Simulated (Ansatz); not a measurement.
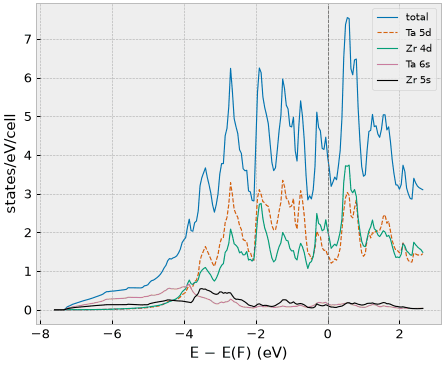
Fig. 1. Total and projected density of states of ZrTa in space group Cmcm (No. 63; Zr on 4c, Ta on 4c), plane-wave PAW r²SCAN (Ansatz code)

**Question.** Which orbitals carry the states next to the Fermi level?

**Answer.** Within 0.5 eV of the Fermi level: Zr 4d 49 %, Ta 5d 40 %. Projections are on Löwdin-orthogonalised atomic valence shells; empty p or d shells of many metals are not among them.

**Question.** Where is the tallest occupied peak in this window, and what makes it?

**Answer.** Near -1.9 eV, about 6.2 states/eV per cell; the largest projected share is Ta 5d.

The start of the workflow was typed in or built on a structure type; neither database checked (COD, Materials Project) lists it. Its standing as an ambient phase is unchecked. The cell was relaxed with r²SCAN under the symmetry of its start; its stability against distortions is not shown here. The run is not spin-polarised. Its formation energy is positive at this level, so the cell may be metastable or incomplete. Spin–orbit coupling is left out wherever it is not named.

Potentials: the earlier of the program's two PAW sets.
